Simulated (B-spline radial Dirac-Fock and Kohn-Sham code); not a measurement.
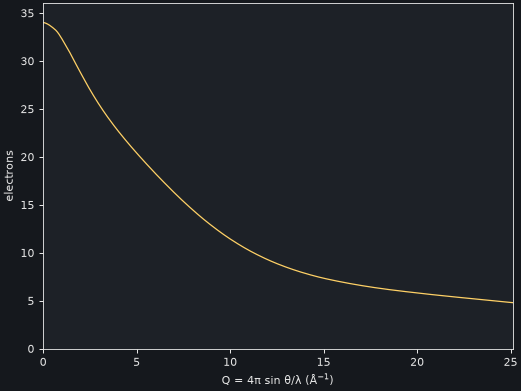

The X-ray form factor f against Q. The figure is for the selenium atom in the configuration [Ar] 3d10 4s2 4p4. The calculation used the spherical Dirac–Fock density (average of configuration) (a radial B-spline solver).

How many electrons does the species have?

Answer. 34, the value of f at zero angle.

Where has f fallen to half its forward value?

Answer. Near Q = 6.64 Å⁻¹.

What is f at Q = 12.6 Å⁻¹?

Answer. 8.81 electrons.
